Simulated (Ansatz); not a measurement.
# One shape, several levels: HCl (hydrogen chloride)

We compute a comparison of 6 runs (UHF/3-21G, BHLYP/6-31G*, r2SCAN/6-31G*, CCSDT(Q)/3-21G, CCSD/6-31G*, CCSD(T)/3-21G) of HCl (hydrogen chloride). 

Program for the calculation: Ansatz 0.2.0.

56 further runs of the same task are left out: 2 that didn't finish, 54 set aside as unsound or not needed.

**1. Starting point**

The species is HCl (2 atoms), meant as a singlet with charge 0. SMILES: `Cl`. The H2–Cl1 distance was set to 1.918 Å, away from the relaxed value.

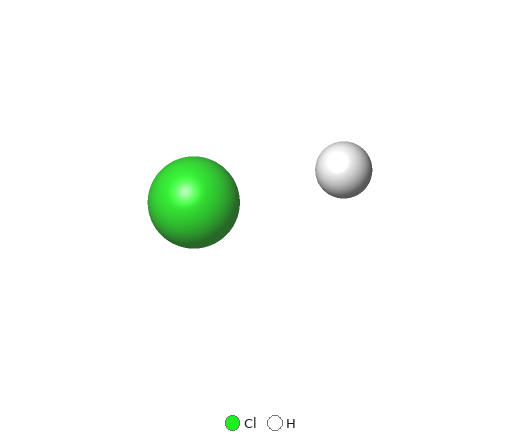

Viewed from a chosen angle; chlorine green, hydrogen white.

**2. The energy at UHF/3-21G (run 1)**

File input.yaml:

```yaml
crystal:
  periodic: [false, false, false]
  atoms:
    - symbol: Cl
      position_ang: [1.092011, -0.357004, 0.561606]
    - symbol: H
      position_ang: [-0.546000, 0.178500, -0.280800]
basis:
  gaussian: {orbitals: 3-21G.json}
magnetization: {spin_polarized: true, initial_magnetization: 0}
hamiltonian: {xc: hf}
accuracy: high
```

The basis set 3-21G is read from a file made from the Basis Set Exchange's data (not shown).

On the command line:

```sh
$ ansatz run input.yaml --threads 1 --pin off --max-ram 2610MiB --events-out events.jsonl --progress --plain --runs-dir runs
```

The log of the run:

```text
Warning: RAYON_NUM_THREADS=1 ignored (pool sized by the plan → 1); use --threads N
Functional definition: HF
  name "HF"
  exchange = exact_x
  correlation = 0
255 factors; integrals over basis functions are off by at most 3.2e-9 eV
mean field evaluation 1: about -12455.8319 eV, gradient 9.4e0 eV
mean field evaluation 2: about -12455.8317 eV, gradient 9.4e0 eV
mean field evaluation 4: about -12457.0101 eV, gradient 1.1e0 eV
mean field evaluation 8: about -12457.0236 eV, gradient 2.8e-7 eV
mean field evaluation 16: about -12456.9869 eV, gradient 3.6e0 eV
mean field evaluation 32: about -12457.2560 eV, gradient 1.5e0 eV
mean field -12457.34281768 eV, -457.7989046595 hartree, gradient 1.4e-8 eV, S^2 0.484333; 1 other end points of the search recorded, 0 dependent functions left out
reference -12457.34281768 eV, -457.7989046595 hartree; 9, 9 occupied and 6, 6 virtual orbitals, 255 factors
Total energy: -12457.34281768 eV, -457.7989046595 hartree
```

Wall time 0.1 s (1 thread of Arm Neoverse V2, shared host).

**3. The energy at BHLYP/6-31G(d) (spherical functions) (run 2)**

File job.yaml:

```yaml
crystal:
  periodic: [false, false, false]
  atoms:
    - {symbol: Cl, position_ang: [1.092011, -0.357004, 0.561606]}
    - {symbol: H, position_ang: [-0.546000, 0.178500, -0.280800]}
basis:
  gaussian:
    orbitals: 6-31G_st_-spherical.json
hamiltonian:
  xc: {name: BHLYP}
accuracy: high
```

The basis set 6-31G* is read from a file made from the Basis Set Exchange's data (not shown).

On the command line:

```sh
$ ansatz run job.yaml --threads 1 --pin off --max-ram 2610MiB --events-out events.jsonl --progress --plain --runs-dir runs
```

The log of the run:

```text
Warning: RAYON_NUM_THREADS=1 ignored (pool sized by the plan → 1); use --threads N
Functional definition: BHLYP
  name "BHLYP"
  parameter a = 0.5
  exchange = (1 - a)*b88_x + a*exact_x
  correlation = lyp_c
319 factors; integrals over basis functions are off by at most 3.1e-9 eV
mean field evaluation 1: about -12534.5384 eV, gradient 1.5e1 eV
mean field evaluation 2: about -12534.4025 eV, gradient 2.0e1 eV
mean field evaluation 4: about -12535.8222 eV, gradient 1.3e-1 eV
mean field evaluation 8: about -12535.8217 eV, gradient 5.5e-4 eV
mean field evaluation 16: about -12535.8217 eV, gradient 2.6e-8 eV
mean field -12535.82168852 eV, -460.6829499680 hartree, gradient 2.6e-8 eV, S^2 0.000000; 0 other end points of the search recorded, 0 dependent functions left out
reference -12535.82170599 eV, -460.6829506100 hartree; 9, 9 occupied and 11, 11 virtual orbitals, 319 factors
Total energy: -12535.82170599 eV, -460.6829506100 hartree
```

Wall time 0.42 s (1 thread of Arm Neoverse V2, shared host).

**4. The energy at r2SCAN/6-31G(d) (spherical functions) (run 3)**

File in.yaml:

```yaml
crystal:
  periodic: [false, false, false]
  atoms:
    - {symbol: Cl, position_ang: [1.092011, -0.357004, 0.561606]}
    - {symbol: H, position_ang: [-0.546000, 0.178500, -0.280800]}
basis:
  gaussian:
    orbitals: 6-31G_st_-spherical.json
hamiltonian:
  xc: {name: r2SCAN}
accuracy: high
```

The basis set 6-31G* is read from a file made from the Basis Set Exchange's data (not shown).

On the command line:

```sh
$ ansatz run in.yaml --threads 1 --pin off --max-ram 2610MiB --events-out events.jsonl --progress --plain --runs-dir runs
```

The log of the run:

```text
Warning: RAYON_NUM_THREADS=1 ignored (pool sized by the plan → 1); use --threads N
Functional definition: r2SCAN
  name "r2SCAN"
  parameter k0 = 0.174
  parameter k1 = 0.065
  parameter a1 = 4.9479
  exchange = r2scan_x(k0 = k0, k1 = k1, a1 = a1)
  correlation = r2scan_c
319 factors; integrals over basis functions are off by at most 3.1e-9 eV
mean field evaluation 1: about -12534.1902 eV, gradient 1.5e1 eV
mean field evaluation 2: about -12529.8601 eV, gradient 3.5e1 eV
mean field evaluation 4: about -12535.1980 eV, gradient 5.8e-1 eV
mean field evaluation 8: about -12535.1970 eV, gradient 1.2e-3 eV
mean field evaluation 16: about -12535.1970 eV, gradient 5.6e-9 eV
mean field -12535.19699205 eV, -460.6599927963 hartree, gradient 5.1e-9 eV, S^2 0.000000; 0 other end points of the search recorded, 0 dependent functions left out
reference -12535.19699241 eV, -460.6599928092 hartree; 9, 9 occupied and 11, 11 virtual orbitals, 319 factors
Total energy: -12535.19699241 eV, -460.6599928092 hartree
```

It took 1.2 s on 1 thread of Arm Neoverse V2, shared host; peak memory 0.092 GiB.

Runs 4 to 5 aren't shown in full; the table further down has their settings and results.

**5. A single-point energy at CCSD(T)/3-21G (run 6)**

File input.yaml:

```yaml
crystal:
  periodic: [false, false, false]
  atoms:
    - {symbol: Cl, position_ang: [1.092011, -0.357004, 0.561606]}
    - {symbol: H, position_ang: [-0.546000, 0.178500, -0.280800]}
basis:
  gaussian: {orbitals: 3-21G.json}
correlation: {method: ccsd_t, frozen_orbitals: {Cl: 5, H: 0}}
accuracy: high
scf: {omitted_lower_state_checks: [cluster_reference, increment]}
```

The basis set 3-21G is read from a file made from the Basis Set Exchange's data (not shown).

On the command line:

```sh
$ ansatz run input.yaml --threads 1 --pin off --max-ram 2610MiB --events-out events.jsonl --progress --plain --runs-dir runs
```

The log of the run, shortened:

```text
Warning: RAYON_NUM_THREADS=1 ignored (pool sized by the plan → 1); use --threads N
[... 2 set-up lines as earlier in the session ...]
[...]
255 factors; integrals over basis functions are off by at most 3.2e-9 eV
[...]
mean field -12457.02357386 eV, -457.7871726654 hartree, gradient 3.6e-8 eV, S^2 0.000000; 0 other end points of the search recorded, 0 dependent functions left out; unrestricted orbitals would lower it
5 core orbitals not correlated: weight in the atoms' cores, before any rotation towards them, 1.000 or more for the frozen orbitals, at most 0.000 for the correlated occupied ones
reference -12457.02357386 eV, -457.7871726654 hartree; 4, 4 occupied and 6, 6 virtual orbitals, 255 factors
second order -1.82462640 eV of doubles, -0.00000000 eV of singles
cycle   1  -2.10191092 eV  change   -2.8e-1 eV  update   7.0e-2
[...]
cycle  18  -2.35994626 eV  change   3.5e-11 eV  update  2.5e-10
perturbative correction -0.02628733 eV, -0.0009660415 hartree
Total energy: -12459.40980745 eV, -457.8748651324 hartree
Checks for a lower state left out: cluster_reference, increment
```

Wall time 0.14 s (1 thread of Arm Neoverse V2, shared host).

**6. The series**

```
run                                level  frozen core orbitals  energy (Eh)  wall time
  1                            UHF/3-21G                     –  -457.798905      0.1 s
  2   BHLYP/6-31G* (spherical functions)                     –  -460.682951     0.42 s
  3  r2SCAN/6-31G* (spherical functions)                     –  -460.659993      1.2 s
  4                       CCSDT(Q)/3-21G                     5  -457.875174     0.34 s
  5    CCSD/6-31G* (spherical functions)                     5  -460.126924     0.18 s
  6                        CCSD(T)/3-21G                     5  -457.874865     0.14 s
```

**7. Outcome**

| quantity | value |
| --- | --- |
| run 6: total energy | -457.87487 Eh |
| run 6: correlation energy (5 core orbitals frozen) | -87.7 mEh |
| run 6: (T) correction | -0.97 mEh |
| run 6: T1 diagnostic | 0.017 |

**Reading.** Below the UHF energy at the same shape and in the same basis (3-21G): CCSDT(Q) -76.3 mEh; CCSD(T) -76.0 mEh. Some of these start from another determinant than that one, so these aren't their correlation energies. Totals of different functionals can't be ranked against each other. In runs 4, 5, 6 the log says that unrestricted orbitals would lower the reference, so the values rest on an unstable closed-shell determinant (other closed-shell runs at this shape may share the fault). Spin contamination of the reference: run 1 ⟨S²⟩ = 0.48. All runs together took 2.4 s, the longest 1.2 s.
